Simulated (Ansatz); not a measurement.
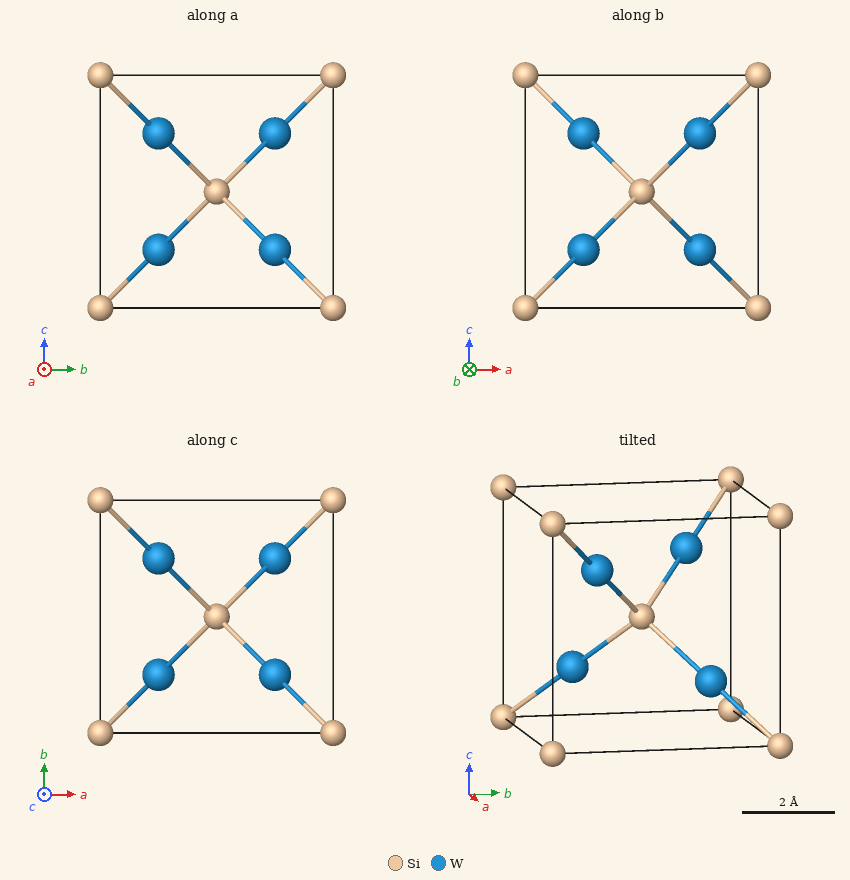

View along the a axis, along the b axis, along the c axis and slightly off an axis, drawn as a ball-and-stick model. The lines enclose the conventional unit cell; boundary atoms appear with their images.

Lattice parameters: a = 5.1156 Å, b = 5.1156 Å, c = 5.1156 Å, α = 90.000°, β = 90.000°, γ = 90.000°.

> Record the structure as a CIF in P1 with every atom of the cell.

```cif
data_structure
_symmetry_space_group_name_H-M 'P 1'
_symmetry_Int_Tables_number 1
_cell_length_a 5.1156
_cell_length_b 5.1156
_cell_length_c 5.1156
_cell_angle_alpha 90.000
_cell_angle_beta 90.000
_cell_angle_gamma 90.000
_cell_volume 133.87
loop_
_atom_site_label
_atom_site_type_symbol
_atom_site_fract_x
_atom_site_fract_y
_atom_site_fract_z
_atom_site_occupancy
Si1 Si 0.0000 0.0000 0.0000 1
Si2 Si 0.5000 0.5000 0.5000 1
W1 W 0.2500 0.2500 0.2500 1
W2 W 0.2500 0.7500 0.7500 1
W3 W 0.7500 0.7500 0.2500 1
W4 W 0.7500 0.2500 0.7500 1
```

Origin of the cell: a structure type filled with these elements by a generator (whether the compound takes this form wasn't checked). Earlier steps of the study may have refined or changed the cell and positions. A calculation with Ansatz used it as input.
